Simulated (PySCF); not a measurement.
SMILES BCCC#C, singlet, GFN2-xTB optimised geometry. Atoms within 1.6 Å of the plane z = 0.6 Å (x, y, z in Å): B1 (2.56, 0.50, 1.29), C2 (1.00, 0.41, 1.18), C3 (0.44, -0.39, 0.00), C4 (-1.01, -0.39, 0.00), C5 (-2.21, -0.37, 0.03), H6 (3.26, -0.01, 0.50), H7 (3.03, 1.08, 2.19), H8 (0.59, 1.43, 1.15), H9 (0.59, -0.01, 2.11), H10 (0.79, 0.04, -0.94), H11 (0.79, -1.43, 0.05), H12 (-3.26, -0.36, 0.05).

Computed with CAM-B3LYP/def2-TZVP (PySCF).

Map of the electron localisation function on the plane z = 0.6 Å:

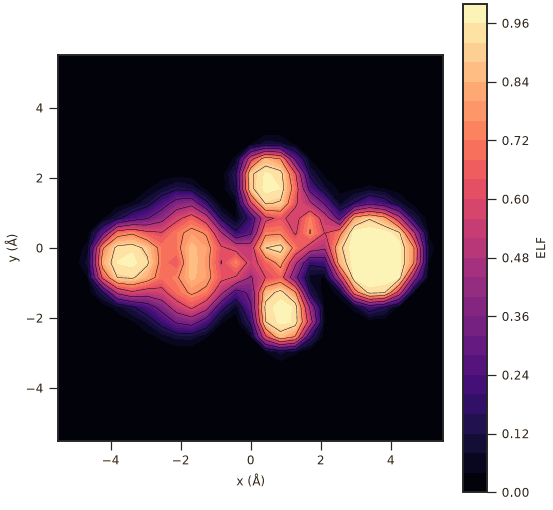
Figure: Electron localisation function on the plane z = 0.6 Å.
